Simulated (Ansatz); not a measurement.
# CHGaO (singlet): density functionals in cc-pVTZ

What do functionals of several rungs give for CHGaO (singlet)?

The runs use Ansatz 0.2.0, Gaussian basis; cc-pVTZ, all electrons in the functionals, frozen cores in the correlation of double hybrids and RPA.

Plan: PBE, revPBE, r2SCAN, PBE0, B3LYP, wB97M-V, B2PLYP, RKS PBE0, RPA-PBE.

## Step 1: What is computed

The geometry is a PBE0/def2-TZVP stationary point (not a proven minimum). No spin-orbit coupling is included. The filled d shell of Ga may be among the frozen orbitals whatever the setting's name suggests; the logs give the count.

4 atoms, charge 0, spin multiplicity 1.

Atoms are counted from 1 here; the program's logs count them from 0.

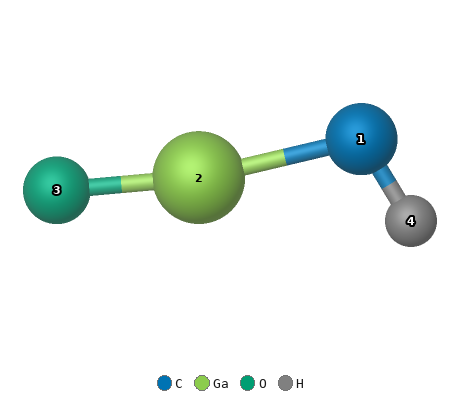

The geometry (carbon blue, gallium green, oxygen teal, hydrogen grey); atoms are numbered from 1 in the order of the file.

No dispersion term is added; wB97M-V holds VV10 nonlocal correlation. B3LYP takes the VWN-RPA correlation.

## Step 2: PBE (unrestricted)

Contents of in.yaml:

```yaml
crystal:
  periodic: [false, false, false]
  atoms:
    - {symbol: C, position_ang: [0.000000, -0.193350, 1.932421]}
    - {symbol: Ga, position_ang: [0.000000, 0.026530, 0.008907]}
    - {symbol: O, position_ang: [0.000000, -0.022016, -1.639859]}
    - {symbol: H, position_ang: [0.000000, 0.818238, 2.387069]}
basis:
  gaussian: {orbitals: cc-pVTZ}
magnetization: {spin_polarized: true, initial_magnetization: 0}
hamiltonian: {xc: {name: PBE}}
output: {orbitals: {seedname: orbitals}}
```

Command:

```bash
$ ansatz run in.yaml --threads 1 --pin off --events-out ev --progress --plain --max-ram 4096MiB --backend cpu
```

Log:

```text
Functional definition: PBE
  name "PBE"
  cite "Perdew, Burke & Ernzerhof, Phys. Rev. Lett. 77, 3865 (1996) doi:10.1103/PhysRevLett.77.3865"
  parent pbe
  parameter kappa = 0.804
  parameter beta = 0.06672455060314922
  exchange = pbe_x(kappa = kappa, mu = beta*pi^2/3)
  correlation = pbe_c(beta = beta)
754 factors; their error is unknown
mean field evaluation 1: about -55448.6632 eV, gradient 6.3e1 eV
mean field evaluation 2: about -55227.0839 eV, gradient 1.5e2 eV
mean field evaluation 4: about -55458.6059 eV, gradient 3.3e1 eV
mean field evaluation 8: about -55463.9707 eV, gradient 1.4e0 eV
mean field evaluation 16: about -55463.9613 eV, gradient 1.3e-2 eV
mean field evaluation 32: about -55464.2392 eV, gradient 2.9e-5 eV
mean field evaluation 64: about -55463.5838 eV, gradient 3.6e0 eV
mean field evaluation 96: about -55461.7501 eV, gradient 9.8e-1 eV
mean field evaluation 128: about -55459.5157 eV, gradient 1.1e1 eV
mean field -55464.23915157 eV, -2038.2731938085 hartree, gradient 2.9e-5 eV, S^2 0.740039; 12 other end points of the search recorded, 0 dependent functions left out
reference -55464.23918784 eV, -2038.2731951417 hartree; 23, 23 occupied and 94, 94 virtual orbitals, 754 factors
Total energy: -55464.23918784 eV, -2038.2731951417 hartree
```

Wall time 24 s (1 thread of AMD EPYC 7R13, shared host); peak memory 0.26 GiB.

From the report: ⟨S²⟩ of the determinant 0.740 (pure singlet: 0.00). The determinant is far from a pure spin state, so its energy mixes those of several spin states (harmless only where they are near-degenerate, as at dissociation).

## Step 3: revPBE (unrestricted)

Edit in.yaml of step 2 so:

```diff
@@ -10,3 +10,2 @@
 magnetization: {spin_polarized: true, initial_magnetization: 0}
-hamiltonian: {xc: {name: PBE}}
-output: {orbitals: {seedname: orbitals}}
+hamiltonian: {xc: {name: revPBE}}
```

Same command.

Log:

```text
Functional definition: revPBE
  name "revPBE"
  cite "Zhang & Yang, Phys. Rev. Lett. 80, 890 (1998) doi:10.1103/PhysRevLett.80.890"
  cite "Perdew, Burke & Ernzerhof, Phys. Rev. Lett. 77, 3865 (1996) doi:10.1103/PhysRevLett.77.3865"
  parameter kappa = 1.245
  parameter beta = 0.06672455060314922
  exchange = pbe_x(kappa = kappa, mu = beta*pi^2/3)
  correlation = pbe_c(beta = beta)
754 factors; their error is unknown
mean field evaluation 1: about -55455.6651 eV, gradient 6.2e1 eV
mean field evaluation 2: about -55260.1215 eV, gradient 1.4e2 eV
mean field evaluation 4: about -55467.9025 eV, gradient 2.1e1 eV
mean field evaluation 8: about -55469.0443 eV, gradient 1.9e1 eV
mean field evaluation 16: about -55470.7325 eV, gradient 1.3e-2 eV
mean field evaluation 32: about -55470.7336 eV, gradient 3.5e-1 eV
mean field evaluation 64: about -55470.7333 eV, gradient 1.9e-1 eV
mean field evaluation 96: about -55470.7079 eV, gradient 3.1e-2 eV
mean field evaluation 128: about -55470.4647 eV, gradient 6.0e0 eV
mean field -55471.02275778 eV, -2038.5224867386 hartree, gradient 3.1e-5 eV, S^2 0.747622; 13 other end points of the search recorded, 0 dependent functions left out
reference -55471.02280299 eV, -2038.5224884001 hartree; 23, 23 occupied and 94, 94 virtual orbitals, 754 factors
Total energy: -55471.02280299 eV, -2038.5224884001 hartree
```

Run time: 24 s. Hardware: 1 thread of AMD EPYC 7R13, shared host; peak memory 0.26 GiB.

From the report: ⟨S²⟩ of the determinant 0.748 (pure singlet: 0.00). The determinant is far from a pure spin state, so its energy mixes those of several spin states (harmless only where they are near-degenerate, as at dissociation).

## Step 4: r2SCAN (unrestricted)

Edit in.yaml of step 3 so:

```diff
@@ -10,2 +10,2 @@
 magnetization: {spin_polarized: true, initial_magnetization: 0}
-hamiltonian: {xc: {name: revPBE}}
+hamiltonian: {xc: {name: r2SCAN}}
```

The command is unchanged.

Log:

```text
Functional definition: r2SCAN
  name "r2SCAN"
  cite "Furness, Kaplan, Ning, Perdew & Sun, J. Phys. Chem. Lett. 11, 8208 (2020) doi:10.1021/acs.jpclett.0c02405"
  cite "Furness, Kaplan, Ning, Perdew & Sun, J. Phys. Chem. Lett. 11, 9248 (2020) doi:10.1021/acs.jpclett.0c03077"
  parent r2scan
  parameter k0 = 0.174
  parameter k1 = 0.065
  parameter a1 = 4.9479
  exchange = r2scan_x(k0 = k0, k1 = k1, a1 = a1)
  correlation = r2scan_c
754 factors; their error is unknown
mean field evaluation 1: about -55460.1583 eV, gradient 5.8e1 eV
mean field evaluation 2: about -55274.3687 eV, gradient 1.4e2 eV
mean field evaluation 4: about -55471.9993 eV, gradient 1.4e1 eV
mean field evaluation 8: about -55473.1859 eV, gradient 2.7e0 eV
mean field evaluation 16: about -55473.2050 eV, gradient 4.0e-4 eV
mean field evaluation 32: about -55473.7060 eV, gradient 1.5e0 eV
mean field evaluation 64: about -55470.8156 eV, gradient 2.0e-1 eV
mean field evaluation 96: about -55473.4506 eV, gradient 8.3e-2 eV
mean field evaluation 128: about -55473.4508 eV, gradient 5.4e-4 eV
mean field evaluation 160: about -55467.4089 eV, gradient 2.8e1 eV
mean field -55473.72918855 eV, -2038.6219462350 hartree, gradient 2.2e-5 eV, S^2 0.842278; 14 other end points of the search recorded, 0 dependent functions left out
reference -55473.72920382 eV, -2038.6219467963 hartree; 23, 23 occupied and 94, 94 virtual orbitals, 754 factors
Total energy: -55473.72920382 eV, -2038.6219467963 hartree
```

Run time: 59 s. Hardware: 1 thread of AMD EPYC 7R13, shared host; peak memory 0.3 GiB.

From the report: ⟨S²⟩ of the determinant 0.842 (pure singlet: 0.00). The determinant is far from a pure spin state, so its energy mixes those of several spin states (harmless only where they are near-degenerate, as at dissociation).

## Step 5: PBE0 (unrestricted)

Edit in.yaml of step 4 so:

```diff
@@ -10,2 +10,3 @@
 magnetization: {spin_polarized: true, initial_magnetization: 0}
-hamiltonian: {xc: {name: r2SCAN}}
+hamiltonian: {xc: {name: PBE0}}
+output: {orbitals: {seedname: orbitals}}
```

Launched as before.

Log:

```text
Functional definition: PBE0
  name "PBE0"
  cite "Adamo & Barone, J. Chem. Phys. 110, 6158 (1999) doi:10.1063/1.478522"
  cite "Perdew, Burke & Ernzerhof, Phys. Rev. Lett. 77, 3865 (1996) doi:10.1103/PhysRevLett.77.3865"
  parent pbe
  parameter a = 0.25
  parameter kappa = 0.804
  parameter beta = 0.06672455060314922
  exchange = (1 - a)*pbe_x(kappa = kappa, mu = beta*pi^2/3) + a*exact_x
  correlation = pbe_c(beta = beta)
800 factors; their error is unknown
mean field evaluation 1: about -55453.3829 eV, gradient 5.3e1 eV
mean field evaluation 2: about -55286.6148 eV, gradient 1.4e2 eV
mean field evaluation 4: about -55462.7031 eV, gradient 1.8e1 eV
mean field evaluation 8: about -55464.2985 eV, gradient 2.5e-1 eV
mean field evaluation 16: about -55464.4926 eV, gradient 4.2e-4 eV
mean field evaluation 32: about -55453.3829 eV, gradient 5.3e1 eV
mean field -55464.91302261 eV, -2038.2979581127 hartree, gradient 8.9e-6 eV, S^2 0.802621; 5 other end points of the search recorded, 0 dependent functions left out
reference -55464.91304984 eV, -2038.2979591132 hartree; 23, 23 occupied and 94, 94 virtual orbitals, 800 factors
Total energy: -55464.91304984 eV, -2038.2979591132 hartree
```

Run time: 18 s. Hardware: 1 thread of AMD EPYC 7R13, shared host; peak memory 0.35 GiB.

From the report: ⟨S²⟩ of the determinant 0.803 (pure singlet: 0.00). The determinant is far from a pure spin state, so its energy mixes those of several spin states (harmless only where they are near-degenerate, as at dissociation).

## Step 6: B3LYP (unrestricted)

Edit in.yaml of step 5 so:

```diff
@@ -10,3 +10,2 @@
 magnetization: {spin_polarized: true, initial_magnetization: 0}
-hamiltonian: {xc: {name: PBE0}}
-output: {orbitals: {seedname: orbitals}}
+hamiltonian: {xc: {name: B3LYP}}
```

Same command.

Log:

```text
Functional definition: B3LYP
  name "B3LYP"
  cite "Stephens, Devlin, Chabalowski & Frisch, J. Phys. Chem. 98, 11623 (1994) doi:10.1021/j100096a001"
  cite "Becke, Phys. Rev. A 38, 3098 (1988) doi:10.1103/PhysRevA.38.3098"
  cite "Lee, Yang & Parr, Phys. Rev. B 37, 785 (1988) doi:10.1103/PhysRevB.37.785"
  cite "Vosko, Wilk & Nusair, Can. J. Phys. 58, 1200 (1980) doi:10.1139/p80-159"
  parameter a0 = 0.2
  parameter ax = 0.72
  parameter ac = 0.81
  exchange = (1 - a0 - ax)*slater_x + ax*b88_x + a0*exact_x
  correlation = (1 - ac)*vwn_rpa_c + ac*lyp_c
783 factors; their error is unknown
mean field evaluation 1: about -55463.9732 eV, gradient 5.7e1 eV
mean field evaluation 2: about -55287.9235 eV, gradient 1.4e2 eV
mean field evaluation 4: about -55475.3423 eV, gradient 1.4e1 eV
mean field evaluation 8: about -55476.3766 eV, gradient 7.2e-1 eV
mean field evaluation 16: about -55476.5305 eV, gradient 8.3e-4 eV
mean field evaluation 32: about -55476.3789 eV, gradient 4.4e-2 eV
mean field -55476.82521108 eV, -2038.7357229643 hartree, gradient 3.2e-5 eV, S^2 0.742408; 5 other end points of the search recorded, 0 dependent functions left out
reference -55476.82542112 eV, -2038.7357306834 hartree; 23, 23 occupied and 94, 94 virtual orbitals, 783 factors
Total energy: -55476.82542112 eV, -2038.7357306834 hartree
```

Run time: 15 s. Hardware: 1 thread of AMD EPYC 7R13, shared host; peak memory 0.35 GiB.

From the report: ⟨S²⟩ of the determinant 0.742 (pure singlet: 0.00). The determinant is far from a pure spin state, so its energy mixes those of several spin states (harmless only where they are near-degenerate, as at dissociation).

## Step 7: wB97M-V (unrestricted)

Edit in.yaml of step 6 so:

```diff
@@ -10,2 +10,3 @@
 magnetization: {spin_polarized: true, initial_magnetization: 0}
-hamiltonian: {xc: {name: B3LYP}}
+hamiltonian: {xc: {name: wB97M-V}}
+output: {orbitals: {seedname: orbitals}}
```

Launched as before.

Log:

```text
Functional definition: wB97M-V
  name "wB97M-V"
  cite "Mardirossian & Head-Gordon, J. Chem. Phys. 144, 214110 (2016) doi:10.1063/1.4952647"
  cite "Becke, J. Chem. Phys. 107, 8554 (1997) doi:10.1063/1.475007"
  cite "Vydrov & Van Voorhis, J. Chem. Phys. 133, 244103 (2010) doi:10.1063/1.3521275"
  # Of w^i u^j: cxij and so on, Table III.
  parameter omega = 0.3/bohr
  parameter cx = 0.15
  parameter cx01 = 1.007
  parameter cx10 = 0.259
  parameter css00 = 0.443
  parameter css04 = -1.437
  parameter css10 = -4.535
  parameter css20 = -3.390
  parameter css43 = 4.278
  parameter cos00 = 1.000
  parameter cos10 = 1.358
  parameter cos20 = 2.924
  parameter cos21 = -8.812
  parameter cos60 = -1.390
  parameter cos61 = 9.142
  parameter b = 6.0
  parameter c = 0.01
  gx(w, u) = 1 - cx + cx01*u + cx10*w
  gss(w, u) = css00 + css04*u^4 + css10*w + css20*w^2 + css43*w^4*u^3
  gos(w, u) = cos00 + cos10*w + (cos20 + cos21*u)*w^2 + (cos60 + cos61*u)*w^6
  exchange = spin_sum(e_x_unif_sr(omega)*gx(b97_w, b97_u_x)) + cx*exact_x_sr(omega) + exact_x_lr(omega)
  correlation = spin_sum(e_c_pw_mod_same_spin*gss(b97_w, b97_u_same))
      + integral(e_c_pw_mod_opposite_spin*gos(b97_w_opposite, b97_u_opposite)) + vv10(b, c)
771 factors; their error is unknown
168 factors; integrals over basis functions are off by at most 1.6e-5 eV
mean field evaluation 1: about -55461.1447 eV, gradient 5.0e1 eV
mean field evaluation 2: about -55350.8163 eV, gradient 1.4e2 eV
mean field evaluation 4: about -55470.8616 eV, gradient 7.5e0 eV
mean field evaluation 8: about -55471.0852 eV, gradient 9.5e-2 eV
mean field evaluation 16: about -55471.1969 eV, gradient 1.1e-4 eV
mean field evaluation 32: about -55461.1447 eV, gradient 5.0e1 eV
mean field -55471.32431381 eV, -2038.5335687185 hartree, gradient 1.9e-5 eV, S^2 0.605360; 6 other end points of the search recorded, 0 dependent functions left out
reference -55471.32435692 eV, -2038.5335703026 hartree; 23, 23 occupied and 94, 94 virtual orbitals, 771 factors
Total energy: -55471.32435692 eV, -2038.5335703026 hartree
```

Run time: 47 s. Hardware: 1 thread of AMD EPYC 7R13, shared host; peak memory 0.49 GiB.

From the report: ⟨S²⟩ of the determinant 0.605 (pure singlet: 0.00). The determinant is far from a pure spin state, so its energy mixes those of several spin states (harmless only where they are near-degenerate, as at dissociation).

## Step 8: B2PLYP (unrestricted)

Edit in.yaml of step 7 so:

```diff
@@ -10,3 +10,3 @@
 magnetization: {spin_polarized: true, initial_magnetization: 0}
-hamiltonian: {xc: {name: wB97M-V}}
-output: {orbitals: {seedname: orbitals}}
+hamiltonian: {xc: {name: B2PLYP}}
+correlation: {electrons: outside_noble_gas}
```

The command is unchanged.

Log:

```text
Functional definition: B2PLYP
  name "B2PLYP"
  cite "Grimme, J. Chem. Phys. 124, 034108 (2006) doi:10.1063/1.2148954"
  cite "Becke, Phys. Rev. A 38, 3098 (1988) doi:10.1103/PhysRevA.38.3098"
  cite "Lee, Yang & Parr, Phys. Rev. B 37, 785 (1988) doi:10.1103/PhysRevB.37.785"
  parameter a = 0.53
  parameter c = 0.27
  exchange = (1 - a)*b88_x + a*exact_x
  correlation = (1 - c)*lyp_c + c*(mp2_os + mp2_ss)
724 factors; integrals over basis functions are off by at most 1.2e-3 eV
mean field evaluation 1: about -55448.5133 eV, gradient 4.7e1 eV
mean field evaluation 2: about -55448.5477 eV, gradient 4.7e1 eV
mean field evaluation 4: about -55455.2450 eV, gradient 1.8e1 eV
mean field evaluation 8: about -55457.4633 eV, gradient 5.8e-1 eV
mean field evaluation 16: about -55457.4713 eV, gradient 8.6e-4 eV
mean field evaluation 32: about -55457.9458 eV, gradient 2.0e-6 eV
mean field evaluation 64: about -55457.9403 eV, gradient 5.1e-1 eV
mean field evaluation 96: about -55411.3711 eV, gradient 5.1e1 eV
mean field evaluation 128: about -55457.6093 eV, gradient 8.9e-1 eV
mean field -55457.94584746 eV, -2038.0419191484 hartree, gradient 2.0e-6 eV, S^2 0.817157; 9 other end points of the search recorded, 0 dependent functions left out
16 core orbitals not correlated: weight in the atoms' cores, before any rotation towards them, 0.607 or more for the frozen orbitals, at most 0.374 for the correlated occupied ones
reference -55457.94597995 eV, -2038.0419240173 hartree; 7, 7 occupied and 94, 94 virtual orbitals, 724 factors
second order -15.26199681 eV of doubles, -0.00000000 eV of singles
Total energy: -55462.06671909 eV, -2038.1933583874 hartree
```

Wall time 30 s (1 thread of AMD EPYC 7R13, shared host); peak memory 0.38 GiB.

From the report: ⟨S²⟩ of the determinant 0.817 (pure singlet: 0.00). The determinant is far from a pure spin state, so its energy mixes those of several spin states (harmless only where they are near-degenerate, as at dissociation).

## Step 9: PBE0 (restricted)

Edit in.yaml of step 8 so:

```diff
@@ -9,4 +9,2 @@
   gaussian: {orbitals: cc-pVTZ}
-magnetization: {spin_polarized: true, initial_magnetization: 0}
-hamiltonian: {xc: {name: B2PLYP}}
-correlation: {electrons: outside_noble_gas}
+hamiltonian: {xc: {name: PBE0}}
```

Launched as before.

Log:

```text
Functional definition: PBE0
  name "PBE0"
  cite "Adamo & Barone, J. Chem. Phys. 110, 6158 (1999) doi:10.1063/1.478522"
  cite "Perdew, Burke & Ernzerhof, Phys. Rev. Lett. 77, 3865 (1996) doi:10.1103/PhysRevLett.77.3865"
  parent pbe
  parameter a = 0.25
  parameter kappa = 0.804
  parameter beta = 0.06672455060314922
  exchange = (1 - a)*pbe_x(kappa = kappa, mu = beta*pi^2/3) + a*exact_x
  correlation = pbe_c(beta = beta)
800 factors; their error is unknown
mean field evaluation 1: about -55453.3829 eV, gradient 7.5e1 eV
mean field evaluation 2: about -55286.6148 eV, gradient 2.0e2 eV
mean field evaluation 4: about -55462.7031 eV, gradient 2.5e1 eV
mean field evaluation 8: about -55464.2985 eV, gradient 3.5e-1 eV
mean field evaluation 16: about -55464.4926 eV, gradient 2.6e-4 eV
mean field -55464.49262587 eV, -2038.2825088175 hartree, gradient 6.7e-5 eV, S^2 0.000000; 0 other end points of the search recorded, 0 dependent functions left out
reference -55464.49265275 eV, -2038.2825098050 hartree; 23, 23 occupied and 94, 94 virtual orbitals, 800 factors
Total energy: -55464.49265275 eV, -2038.2825098050 hartree
```

It took 1.8 s on 1 thread of AMD EPYC 7R13, shared host.

## Step 10: RPA-PBE

Edit in.yaml of step 9 so:

```diff
@@ -9,2 +9,4 @@
   gaussian: {orbitals: cc-pVTZ}
-hamiltonian: {xc: {name: PBE0}}
+magnetization: {spin_polarized: true, initial_magnetization: 0}
+hamiltonian: {xc: {name: PBE}}
+correlation: {method: rpa, electrons: outside_noble_gas}
```

Launched as before.

Log:

```text
Functional definition: PBE
  name "PBE"
  cite "Perdew, Burke & Ernzerhof, Phys. Rev. Lett. 77, 3865 (1996) doi:10.1103/PhysRevLett.77.3865"
  parent pbe
  parameter kappa = 0.804
  parameter beta = 0.06672455060314922
  exchange = pbe_x(kappa = kappa, mu = beta*pi^2/3)
  correlation = pbe_c(beta = beta)
724 factors; integrals over basis functions are off by at most 1.2e-3 eV
mean field evaluation 1: about -55448.6488 eV, gradient 6.3e1 eV
mean field evaluation 2: about -55448.6435 eV, gradient 6.3e1 eV
mean field evaluation 4: about -55428.4719 eV, gradient 6.8e1 eV
mean field evaluation 8: about -55463.8271 eV, gradient 5.7e0 eV
mean field evaluation 16: about -55463.9613 eV, gradient 7.6e-4 eV
mean field evaluation 32: about -55463.9619 eV, gradient 2.6e-1 eV
mean field evaluation 64: about -55463.4311 eV, gradient 4.8e0 eV
mean field evaluation 96: about -55461.6533 eV, gradient 2.0e-2 eV
mean field evaluation 128: about -55464.2362 eV, gradient 4.6e-1 eV
mean field evaluation 160: about -55462.8050 eV, gradient 5.6e0 eV
mean field evaluation 192: about -55386.2647 eV, gradient 7.7e1 eV
mean field -55464.23913801 eV, -2038.2731933104 hartree, gradient 4.2e-6 eV, S^2 0.740040; 16 other end points of the search recorded, 0 dependent functions left out
16 core orbitals not correlated, not the lowest: weight in the atoms' cores, before any rotation towards them, 0.583 or more for the frozen orbitals, at most 0.383 for the correlated occupied ones
reference -55413.06179191 eV, -2036.3924605305 hartree; 7, 7 occupied and 94, 94 virtual orbitals, 724 factors
Total energy: -55433.06031760 eV, -2037.1273927938 hartree
```

It took 27 s on 1 thread of AMD EPYC 7R13, shared host; peak memory 0.25 GiB.

From the report: ⟨S²⟩ of the determinant 0.740 (pure singlet: 0.00). The determinant is far from a pure spin state, so its energy mixes those of several spin states (harmless only where they are near-degenerate, as at dissociation).

## Step 11: Side by side

```
functional  energy (eV)   ⟨S²⟩   time
       PBE  -55464.2392  0.740   24 s
    revPBE  -55471.0228  0.748   24 s
    r2SCAN  -55473.7292  0.842   59 s
      PBE0  -55464.9130  0.803   18 s
     B3LYP  -55476.8254  0.742   15 s
   wB97M-V  -55471.3244  0.605   47 s
    B2PLYP  -55462.0667  0.817   30 s
  RKS PBE0  -55464.4927  0.000  1.8 s
   RPA-PBE  -55433.0603  0.740   27 s
```

Orbital levels of the runs that wrote orbitals: PBE HOMO -6.67, LUMO -5.37 eV; PBE0 HOMO -7.79, LUMO -4.31 eV; wB97M-V HOMO -10.05, LUMO -2.52 eV.

## Step 12: Outcome

| quantity | value |
| --- | --- |
| spread of total energies | 43.8 eV |
| quickest, slowest | RKS PBE0 1.8 s, r2SCAN 59 s |

In words: Total energies of different functionals can't be ranked; only differences within one functional count.
